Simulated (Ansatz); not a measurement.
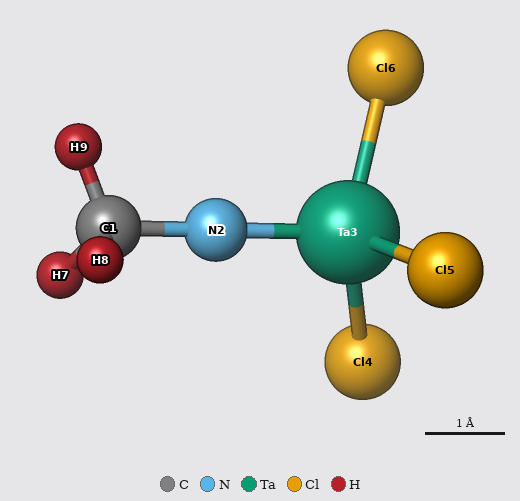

**Figure 1.** The structure (ball-and-stick view, seen at a tilt; atoms are numbered from 1 in the order of the input). Sticks mark near contacts.

**Single-point calculation of CH$_{3}$Cl$_{3}$NTa**

System: CH$_{3}$Cl$_{3}$NTa.
Method: RKS PBE-QIDH (frozen core)/def2-TZVPP (Ansatz 0.2.0).

The geometry comes from this level: PBE0-D4/def2-TZVP.

### Input file
```yaml
crystal:
  periodic: [false, false, false]
  atoms:
    - {symbol: C, position_ang: [0.269575, -1.312976, 0.977607]}
    - {symbol: N, position_ang: [0.045979, -0.193153, 0.139524]}
    - {symbol: Ta, position_ang: [-0.227275, 1.186467, -0.893920]}
    - {symbol: Cl, position_ang: [-2.116235, 0.731553, -2.117991]}
    - {symbol: Cl, position_ang: [1.632640, 1.393350, -2.224651]}
    - {symbol: Cl, position_ang: [-0.507233, 3.000593, 0.485994]}
    - {symbol: H, position_ang: [-0.599410, -1.978402, 0.971079]}
    - {symbol: H, position_ang: [1.140663, -1.881185, 0.636516]}
    - {symbol: H, position_ang: [0.449796, -0.992548, 2.008542]}
basis:
  gaussian: {orbitals: def2-TZVPP}
hamiltonian: {xc: {name: PBE-QIDH}}
```

Run on 4 threads of Arm Neoverse V2, 23 GiB of memory available, shared host.

Launched with:
```bash
ansatz run in.yaml --threads 4 --pin off --events-out ev --progress --plain --max-ram 11315MiB
```

### What the program printed
```
Functional definition: PBE-QIDH
  name "PBE-QIDH"
  cite "Brémond, Sancho-García, Pérez-Jiménez & Adamo, J. Chem. Phys. 141, 031101 (2014) doi:10.1063/1.4890314"
  cite "Perdew, Burke & Ernzerhof, Phys. Rev. Lett. 77, 3865 (1996) doi:10.1103/PhysRevLett.77.3865"
  parameter a = 3^(-1/3)
  parameter c = 1/3
  exchange = (1 - a)*pbe_x + a*exact_x
  correlation = (1 - c)*pbe_c + c*(mp2_os + mp2_ss)
1733 factors; integrals over basis functions are off by at most 9.4e-4 eV
mean field evaluation 1: about -41656.4848 eV, gradient 6.3e1 eV
mean field evaluation 2: about -41656.7048 eV, gradient 6.4e1 eV
mean field evaluation 4: about -41665.3754 eV, gradient 7.1e0 eV
mean field evaluation 8: about -41665.5025 eV, gradient 7.9e-1 eV
mean field evaluation 16: about -41665.5042 eV, gradient 6.6e-4 eV
mean field -41665.50420095 eV, -1531.1790374920 hartree, gradient 1.7e-6 eV, S^2 0.000000; 0 other end points of the search recorded, 0 dependent functions left out
17 core orbitals not correlated: weight in the atoms' cores, before any rotation towards them, 1.000 or more for the frozen orbitals, at most 0.000 for the correlated occupied ones
reference -41665.50421558 eV, -1531.1790380295 hartree; 23, 23 occupied and 246, 246 virtual orbitals, 1733 factors
second order -42.25634082 eV of doubles, -0.00000000 eV of singles
Total energy: -41679.58966252 eV, -1531.6966686571 hartree
```

### Summary

```json
{"quantity": "outcome", "value": "converged"}
{"quantity": "total energy", "value": "−41679.5897 eV"}
{"quantity": "mean-field energy", "value": "−41665.5042 eV"}
{"quantity": "SCF solution under orbital rotations", "value": "stable"}
{"quantity": "wall time", "value": "13 s (CPU time 46 s)"}
{"quantity": "peak memory", "value": "0.87 GiB"}
```
